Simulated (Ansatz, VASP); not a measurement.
# BiB in two plane-wave programs

Aim: how closely do two programs agree when they are given the same cell, functional and k mesh? The cell is invented: As first built, before any earlier steps moved the atoms: it takes the BP structure with some of its atoms replaced by other elements, volume scaled by an estimate. It may not be a known or stable phase. The cell comes out of the VASP series on this material, whose earlier steps may have relaxed, scaled or displaced it; both programs get it as it stands.

Main program and level: Ansatz 0.2.0; plane waves, with VASP 6.6.1 beside it; band structure at HSE06.

**1. The structure**

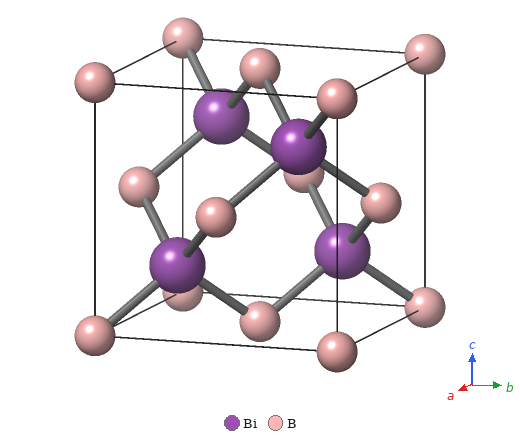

The starting structure, seen slightly off an axis (bismuth purple, boron pink). This picture shows the conventional cell, with its axes. Bonds to atoms that aren't drawn are left out. Some periodic images of atoms are drawn too.

**2. Ansatz: band structure, HSE06**

Ansatz runs on its default PAW (the set named soft_2) files.

The same path points are solved in both programs, so levels can be compared one by one.

The input, input.yaml:

```yaml
crystal:
  lattice:
    - [0.0, 2.761376127, 2.761376127]
    - [2.761376127, 0.0, 2.761376127]
    - [2.761376127, 2.761376127, 0.0]
  atoms:
    - { symbol: Bi, position: [0.25, 0.25, 0.25] }
    - { symbol: B, position: [0.0, 0.0, 0.0] }
hamiltonian:
  xc: { exchange: pbe, correlation: pbe, exx: { coeff: 0.25, omega: 0.2 } }
  pseudopotentials: { kind: paw }
kpoints:
  mp_grid: { grid: [4, 4, 4] }
  band_path:
    path:
      - [0.0, 0.0, 0.0]
      - [0.5, 0.0, 0.5]
      - [0.5, 0.2, 0.7]
      - [0.4, 0.35, 0.75]
      - [0.15, 0.15, 0.3]
      - [0.2, 0.2, 0.2]
      - [0.55, 0.4, 0.55]
      - [0.6, 0.25, 0.65]
      - [0.5, 0.25, 0.75]
      - [0.5, 0.5, 0.5]
      - [0.375, 0.375, 0.75]
      - [0.5, 0.0, 0.5]
    npoints: 1
scf:
  occupations: { method: gaussian, width: 0.02 }
  n_extra_bands: 7
output:
  forces: true
  stress: true
  eigenvalues: true
  write_density: true
  write_potential: true
  elf: true
  volumetric_format: npy
```

Run with:

```sh
$ ansatz run input.yaml --threads 4 --pin off --max-ram 9216MiB --backend cpu --events-out ev --progress --plain --runs-dir out
```

Numbers of over 12 decimals in the logs are rounded to 6 here.

What it wrote:

```text
Warning: output.stress: scf.convergence.dr2_threshold = 1e-7 eV (the SCF's general default) is looser than the 2e-10 eV advised for a printed stress (1e-10 eV for each atom of the cell: 2). What an SCF threshold leaves in a stress goes as its square root, and in the free energy as the threshold itself, and one threshold admits the most on a small cell: [figures from the program's tests cut] Set scf.convergence.dr2_threshold to 2e-10 eV or tighter. The threshold is an SCF's pass mark: one that does not reach it within its budget of iterations ends unconverged, or closes short of it on a stop that the run arms, and scf.convergence.dr2_threshold's page says what that costs each kind of run
Warning: output.stress: scf.exx.energy_threshold = 1e-6 eV is looser than the 2e-8 eV advised for a stress under a hybrid functional (1e-8 eV for each atom of the cell: 2). Every SCF of the exchange loop can meet its threshold on dr2 while the loop round them stops early: no threshold on dr2 bounds what that leaves in the stress. Set scf.exx.energy_threshold to 2e-8 eV or tighter. The threshold is the loop's pass mark: a loop that does not reach it within its budget of cycles ends unconverged, and scf.exx.energy_threshold's page has the law
scf.n_extra_bands = 7 over 9 filled bands (N_el = 18.0): the run solves 16 bands
Engine: ansatz 0.2.0, aarch64-unknown-linux-gnu
Pseudopotentials: kind: paw
Pseudopotential: Bi, paw, valence charge 15, recommended cutoff 420 eV (normal), Bi.paw.azcp
Pseudopotential: B, paw, valence charge 3, recommended cutoff 420 eV (normal), B.paw.azcp
Functional definition: unnamed
  parameter a_1 = 0.25
  parameter omega_1 = 0.2/angstrom
  exchange = pbe_x + (-a_1)*pbe_x_sr(omega_1) + a_1*exact_x_sr(omega_1)
  correlation = pbe_c
Crystal: 2 atoms, lattice volume = 42.112 Å³
Basis set: ecut = 420 eV, 869 PW (Γ), exchange–correlation on 54×54×54 points (8 copies of the dense FFT grid, shifted against one another)
Bands: 16, of which v1, the nominal top of the filled ones, is band 9 counted from 1 (8 counted from 0)
Symmetry: 24 space group operations
Space group: F-43m (ITA 216), of the structure as read, at distance tolerance 3.5e-5 Å
k-points: 8 of 64 (time reversal used)
Non-local potential: Bi, projectors of the file, l = 0: 2, l = 1: 2, l = 2: 2, l = 3: 2
Non-local potential: B, projectors of the file, l = 0: 2, l = 1: 2, l = 2: 1
PAW form: soft (Blöchl's): semilocal exchange-correlation on the pseudo side does not see the compensation charge
PAW frozen core: Bi, regenerated for the run's functional, and the local potential with it (the file was generated under x = pbe(κ = 0.804, μ = 0.219515), c = pbe(β = 0.066725))
PAW frozen core: B, regenerated for the run's functional, and the local potential with it (the file was generated under x = pbe(κ = 0.804, μ = 0.219515), c = pbe(β = 0.066725))
PAW one-centre angular grid: Bi, 590 points (default); XC on 64 Gauss nodes
PAW one-centre angular grid: B, 110 points (default); XC on 64 Gauss nodes
Initial density: superposition of atomic densities (neutral atoms: chi_scale 0, normalization atom), corrected by the library's trained network
Initial wavefunctions: pseudopotential atomic-orbital guess
Functional: x = pbe(κ = 0.804, μ = 0.219515), c = pbe(β = 0.066725), warm-up for x = pbe(κ = 0.804, μ = 0.219515) + 0.25 (exact − pbe) at short range (hse, ω = 0.2 Å⁻¹), c = pbe(β = 0.066725)
SCF iter   1: F=—  HF=-12550.657806 eV  |F-HF|=—  |Δ(HF+E_count)|=         —  Δρ=1.84e-3  dr2=1.16e-3  ethr=1.77e-3  ⟨swp⟩=12.1  Hψ=676  notcnv=0
preconditioner: auto → none  [insulator: Δε(μ)=0.158 eV  Ē_g=22.218 eV  σ=0.020 eV  W_gap=1.00  n_scr=14 (ndim 8)  ℏωp=24.3 eV  f_vac=0.009  D(μ)=0.00/eV (n_scr^D=0)]
SCF iter   2: F=—  HF=-12550.658523 eV  |F-HF|=—  |Δ(HF+E_count)|=   7.18e-4  Δρ=8.65e-4  dr2=2.24e-4  ethr=6.42e-6  ⟨swp⟩=5.0  Hψ=398  notcnv=0  defer=4
iter 3 solved again at ethr=3.58e-8 eV; its pass at ethr=1.24e-6 eV (dr2=6.45e-6 eV) is discarded
SCF iter   3: F=—  HF=-12550.658642 eV  |F-HF|=—  |Δ(HF+E_count)|=   1.18e-4  Δρ=1.33e-4  dr2=6.42e-6  ethr=3.58e-8  ⟨swp⟩=3.8  Hψ=495  notcnv=0
SCF iter   4: F=-12550.658644 eV  HF=-12550.658644 eV  |F-HF|=4.99e-8  |Δ(HF+E_count)|=   1.95e-6  Δρ=2.04e-5  dr2=9.99e-8  ethr=3.56e-8  ⟨swp⟩=3.0  Hψ=214  notcnv=0
SCF 1 converged in 4 iterations: F = -12550.658644 eV  dr2 = 9.99e-8
  greatest PAW one-centre occupation: 0.987 electrons in one spin orbital (limit 2), on the Bi atom at site 0 (counted from 0), in its partial waves of l = 2
Initial density: handed on by an earlier stage of this run
Initial wavefunctions: those handed on with the density
Functional: x = pbe(κ = 0.804, μ = 0.219515) + 0.25 (exact − pbe) at short range (hse, ω = 0.2 Å⁻¹), c = pbe(β = 0.066725)
Exchange kernel: α = 0.2500, screened, ω = 0.2000 Å⁻¹, Wigner–Seitz truncation, v(0) = 1098.0766 eV·Å³, q-mesh 4×4×4, nearest image of the exchange supercell L = 15.62 Å, pair-density grid 15×15×15, without the augmentation charges, whose exchange is taken in its separable form by FFT convolution over the k-point mesh (sized by the pseudopotential files, 24×24×24 at the most), smooth part of the exact exchange by density-matrix convolution
Frozen-core exchange: fock
iter 1 solved again at ethr=7.71e-5 eV; its pass at ethr=1.00e-1 eV (dr2=1.39e-2 eV) is discarded
SCF iter   1: F=—  HF=-12554.563693 eV  |F-HF|=—  |Δ(HF+E_count)|=         —  Δρ=5.86e-3  dr2=1.61e-2  ethr=7.71e-5  ⟨swp⟩=4.5  Hψ=642  notcnv=0
preconditioner: auto → none  [insulator: Δε(μ)=0.810 eV  Ē_g=14.170 eV  σ=0.020 eV  W_gap=1.00  n_scr=14 (ndim 8)  ℏωp=16.2 eV  f_vac=0.009  D(μ)=0.00/eV (n_scr^D=0)]
SCF iter   2: F=—  HF=-12554.558985 eV  |F-HF|=—  |Δ(HF+E_count)|=   4.71e-3  Δρ=2.00e-3  dr2=1.91e-3  ethr=7.71e-5  ⟨swp⟩=3.1  Hψ=325  notcnv=0
SCF iter   3: F=—  HF=-12554.562740 eV  |F-HF|=—  |Δ(HF+E_count)|=   3.75e-3  Δρ=1.50e-3  dr2=4.68e-4  ethr=8.59e-6  ⟨swp⟩=3.9  Hψ=330  notcnv=0
SCF iter   4: F=—  HF=-12554.562671 eV  |F-HF|=—  |Δ(HF+E_count)|=   6.92e-5  Δρ=6.12e-4  dr2=9.43e-5  ethr=2.49e-6  ⟨swp⟩=2.0  Hψ=206  notcnv=0
SCF iter   5: F=—  HF=-12554.562668 eV  |F-HF|=—  |Δ(HF+E_count)|=   2.22e-6  Δρ=6.95e-5  dr2=1.56e-5  ethr=4.12e-7  ⟨swp⟩=3.4  Hψ=232  notcnv=0
SCF iter   6: F=—  HF=-12554.562755 eV  |F-HF|=—  |Δ(HF+E_count)|=   8.64e-5  Δρ=1.53e-4  dr2=1.76e-5  ethr=6.01e-9  ⟨swp⟩=4.1  Hψ=378  notcnv=0
SCF iter   7: F=-12554.562749 eV  HF=-12554.562749 eV  |F-HF|=3.84e-8  |Δ(HF+E_count)|=   5.46e-6  Δρ=1.90e-5  dr2=7.32e-7  ethr=6.01e-9  ⟨swp⟩=4.0  Hψ=296  notcnv=0
SCF 2 stopped early in 7 iterations: F = -12554.562749 eV  dr2 = 7.32e-7
hybrid outer 1: dexx = +4.587e-3 eV, tail = 7.94e-6 eV
Exchange kernel: α = 0.2500, screened, ω = 0.2000 Å⁻¹, Wigner–Seitz truncation, v(0) = 1098.0766 eV·Å³, q-mesh 4×4×4, nearest image of the exchange supercell L = 15.62 Å, pair-density grid 15×15×15, without the augmentation charges, whose exchange is taken in its separable form by FFT convolution over the k-point mesh (sized by the pseudopotential files, 24×24×24 at the most), smooth part of the exact exchange by density-matrix convolution
Frozen-core exchange: fock
SCF iter   1: F=—  HF=-12554.562772 eV  |F-HF|=—  |Δ(HF+E_count)|=         —  Δρ=2.27e-5  dr2=2.28e-7  ethr=2.21e-7  ⟨swp⟩=4.2  Hψ=326  notcnv=0
preconditioner: auto → none  [insulator: Δε(μ)=0.857 eV  Ē_g=14.176 eV  σ=0.020 eV  W_gap=1.00  n_scr=14 (ndim 8)  ℏωp=16.2 eV  f_vac=0.009  D(μ)=0.00/eV (n_scr^D=0)]
SCF iter   2: F=—  HF=-12554.562772 eV  |F-HF|=—  |Δ(HF+E_count)|=   1.21e-7  Δρ=1.14e-5  dr2=3.53e-8  ethr=1.17e-9  ⟨swp⟩=4.4  Hψ=284  notcnv=0
SCF iter   3: F=-12554.562772 eV  HF=-12554.562772 eV  |F-HF|=1.88e-9  |Δ(HF+E_count)|=   6.53e-8  Δρ=3.56e-6  dr2=3.49e-9  ethr=1.21e-10  ⟨swp⟩=4.0  Hψ=274  notcnv=0  defer=2
SCF 3 converged in 3 iterations: F = -12554.562772 eV  dr2 = 3.49e-9
  Residual-converged pass: ⟨swp⟩=3.1  Hψ=273  notcnv=0  max |occ|·‖R‖ = 2.3e-6 eV (tolerance 2.4e-6 eV)  dr2=3.47e-9  dr2_onsite=3.13e-10  max |Δocc| = 5.2e-208
hybrid outer 2: dexx = +8.721e-8 eV, tail = 9.50e-9 eV, Δε = 6.79e-4 eV (about 3.04e-5 eV left of the loop's levels)
NSCF: frozen V_eff on 12 k-points
hybrid SCF converged: 2 outer / 10 inner (+4 warm-up), last move |dexx| = 8.72e-8 eV, tail = 9.50e-9 eV
Stability not checked: this state was not tested for a lower state beside it, because the functional holds exact exchange (a hybrid, or Hartree-Fock), whose exchange loop this test does not read (fock_operator; see scf.lower_state_search)
Free energy (F): -12554.562772 eV
Frozen-core exchange: fock
Harris-Foulkes:  -12554.562772 eV  (|F-HF|=1.88e-9)
Internal energy: -12554.562772 eV  (E = F + TS)
E sigma→0 (E₀):  -12554.562772 eV
Fermi energy:    10.429687 eV
--- Per-component energies (eV) ---
  E_band       = -122.182319
  E_kinetic    = 346.532744
  E_local      = -1564.170732  (includes V_loc(G=0)·N_el)
  E_nonlocal   = 572.729935
  E_hartree    = 511.845244
  E_xc         = -144.825328
  E_vxc        = -142.652585  (∫ρ·V_xc dr)
  E_exx        = -40.290168  (= α·E_x^exact, valence–valence)
  E_paw        = -10743.784927  (= ΣΔE_a)
  E_vpaw       = -277.730683  (= ΣTr[D̂ρ^β])
  E_aug_tail   = -0.000449  (compensation charges beyond the density's cutoff)
  E_ewald      = -1492.738907
  E_core_change = 0.139815  (= ΣΔE_core)
  E_smearing   = -0.000000  (= −TS)
  E_closure    = -0.000000  (closes the sum)
  Σ components = -12554.562772   (vs F -12554.562772, Δ=-1.82e-12)
--- Forces (eV/Å), atoms counted from 1 ---
  atom   1  Bi    -0.00000000     0.00000000    -0.00000000
  atom   2  B      0.00000000     0.00000000     0.00000000
  max |Σ_I F_I| component: 3.89e-16 eV/Å
--- Stress (GPa, compression-positive) ---
       -3.284963      -0.000000      -0.000000
        0.000000      -3.284963       0.000000
       -0.000000       0.000000      -3.284963
  P = ⅓ Tr σ = -3.2850 GPa (-32.850 kbar)
--- Band table (eV; the first three rows and the last of 8) ---
  k-point 0: bands = [... 5 lower, -5.3455, 10.0009, 10.0009, 10.0009, 10.8579, 13.4321, 13.4321, 13.4321, ... 3 higher]
  k-point 1: bands = [... 5 lower, -4.4965, 4.9296, 8.9497, 8.9497, 11.3416, 14.6095, 14.6095, 15.6158, ... 3 higher]
  k-point 2: bands = [... 5 lower, -3.0557, 1.5821, 8.2683, 8.2683, 10.9482, 14.8847, 14.8847, 16.9378, ... 3 higher]
  k-point 7: bands = [... 5 lower, -1.9274, 1.6533, 5.1459, 5.5652, 14.1962, 14.6492, 15.8241, 16.7637, ... 3 higher]
```

It took 12 s on 4 threads of Arm Neoverse V2, shared host; peak memory 0.57 GiB; 41 s of CPU time.

**3. VASP: band structure, HSE06**

The same cell, functional, mesh and smearing now go to VASP, with its own data sets and cutoff.

Lines of VASP's logs that name or quote its potential files are left out, and so is its time.

The input, INCAR:

```
SYSTEM = BiB
PREC = Accurate
ENCUT = 420
EDIFF = 1E-06
NELM = 100
ISMEAR = 0
SIGMA = 0.02
LREAL = .FALSE.
ALGO = Normal
LHFCALC = .TRUE.
AEXX = 0.25
GGA = PE
HFSCREEN = 0.2
LASPH = .TRUE.
NBANDS = 15
PRECFOCK = Fast
LORBIT = 11
LWAVE = .FALSE.
LCHARG = .FALSE.
KPAR = 4
```

The input, POSCAR:

```
BiB
1.0
    0.0000000000      2.7613761270      2.7613761270
    2.7613761270      0.0000000000      2.7613761270
    2.7613761270      2.7613761270      0.0000000000
Bi B
1 1
Direct
    0.2500000000      0.2500000000      0.2500000000
    0.0000000000      0.0000000000      0.0000000000
```

The input, KPOINTS:

```
Automatic mesh
0
Gamma
4 4 4
0 0 0
```

The input, KPOINTS_OPT:

```
Line mode
6
Line-mode
Reciprocal
  0.00000000   0.00000000   0.00000000 GAMMA
  0.50000000   0.00000000   0.50000000 X

  0.50000000   0.00000000   0.50000000 X
  0.50000000   0.25000000   0.75000000 W

  0.50000000   0.25000000   0.75000000 W
  0.37500000   0.37500000   0.75000000 K

  0.37500000   0.37500000   0.75000000 K
  0.00000000   0.00000000   0.00000000 GAMMA

  0.00000000   0.00000000   0.00000000 GAMMA
  0.50000000   0.50000000   0.50000000 L

  0.50000000   0.50000000   0.50000000 L
  0.62500000   0.25000000   0.62500000 U

  0.62500000   0.25000000   0.62500000 U
  0.50000000   0.25000000   0.75000000 W

  0.50000000   0.25000000   0.75000000 W
  0.50000000   0.50000000   0.50000000 L

  0.50000000   0.50000000   0.50000000 L
  0.37500000   0.37500000   0.75000000 K

  0.62500000   0.25000000   0.62500000 U
  0.50000000   0.00000000   0.50000000 X
```

PAW data sets: Bi_d and B (PBE family, release 64).

Run with:

```sh
$ mpirun -np 4 vasp_std
```

What it wrote:

```text
[banner, memory and clock lines left out]
running    4 mpi-ranks, on    1 nodes
 distrk:  each k-point on    1 cores,    4 groups
 distr:  one band on    1 cores,    1 groups

 POSCAR found type information on POSCAR BiB
 POSCAR found :  2 types and       2 ions
 LDA part: xc-table for (Slater+PW92), standard interpolation
 found WAVECAR, reading the header
 POSCAR, INCAR and KPOINTS ok, starting setup
 FFT: planning ... GRIDC
 FFT: planning ... GRID_SOFT
 FFT: planning ... GRID
 reading WAVECAR
 the WAVECAR file was read successfully
 initial charge from wavefunction
 entering main loop
       N       E                     dE             d eps       ncg     rms          rms(c)
DAV:   1    -0.102486930814E+02   -0.10249E+02   -0.42244E-01   293   0.651E+00    0.418E-01
DAV:   2    -0.102501498676E+02   -0.14568E-02   -0.17112E-02   269   0.868E-01    0.241E-01
DAV:   3    -0.102501506931E+02   -0.82545E-06   -0.38417E-03   282   0.351E-01    0.133E-01
DAV:   4    -0.102503468095E+02   -0.19612E-03   -0.38688E-04   282   0.136E-01    0.845E-02
DAV:   5    -0.102503497611E+02   -0.29516E-05   -0.49126E-05   374   0.781E-02    0.514E-02
DAV:   6    -0.102503599888E+02   -0.10228E-04   -0.19027E-05   326   0.363E-02    0.306E-02
DAV:   7    -0.102503673799E+02   -0.73911E-05   -0.40865E-06   300   0.141E-02    0.184E-02
DAV:   8    -0.102503709225E+02   -0.35426E-05   -0.49241E-07   169   0.553E-03    0.112E-02
DAV:   9    -0.102503727541E+02   -0.18316E-05   -0.44651E-07   169   0.474E-03    0.679E-03
DAV:  10    -0.102503739985E+02   -0.12444E-05   -0.17763E-07   162   0.329E-03    0.416E-03
DAV:  11    -0.102503745541E+02   -0.55562E-06   -0.10473E-07   141   0.254E-03
   1 F= -.10250375E+02 E0= -.10250375E+02  d E =-.274258E-23
 Start KPOINTS_OPT (optional k-point list driver)
k-point batch [1-8\60]
       N       E                     dE             ncg
DAV:   1    -0.154446200606E+03   -0.31073E+04      240
DAV:   2    -0.133551590756E+04   -0.11811E+04      247
DAV:   3    -0.142482196393E+04   -0.89306E+02      303
DAV:   4    -0.142808318208E+04   -0.32612E+01      318
DAV:   5    -0.142815463970E+04   -0.71458E-01      354
DAV:   6    -0.142815757006E+04   -0.29304E-02      379
DAV:   7    -0.142815760369E+04   -0.33628E-04      347
DAV:   8    -0.142815760399E+04   -0.30065E-06      260
[...]
k-point batch [57-60\60]
       N       E                     dE             ncg
DAV:   1     0.223234530703E+04   -0.25813E+04      120
DAV:   2     0.165602734201E+04   -0.57632E+03      127
DAV:   3     0.161807620043E+04   -0.37951E+02      155
DAV:   4     0.161712382400E+04   -0.95238E+00      171
DAV:   5     0.161710314551E+04   -0.20678E-01      184
DAV:   6     0.161710249254E+04   -0.65297E-03      200
DAV:   7     0.161710248470E+04   -0.78418E-05      168
DAV:   8     0.161710248461E+04   -0.91200E-07      144
```

[end of part 1 of 2]

[Lines on the potential files, build, host, timing and source positions are cut from VASP's logs without a mark.]

[Logs are printed without paths, hosts, clocks, repeated set-up lines and the standing remarks that a program may print on its own settings, such as how far it seeks lower states.]

[Hosts, paths, dates, database ids (printed as entryN), source tags and the programs' standing remarks are cut or masked in the printed files.]
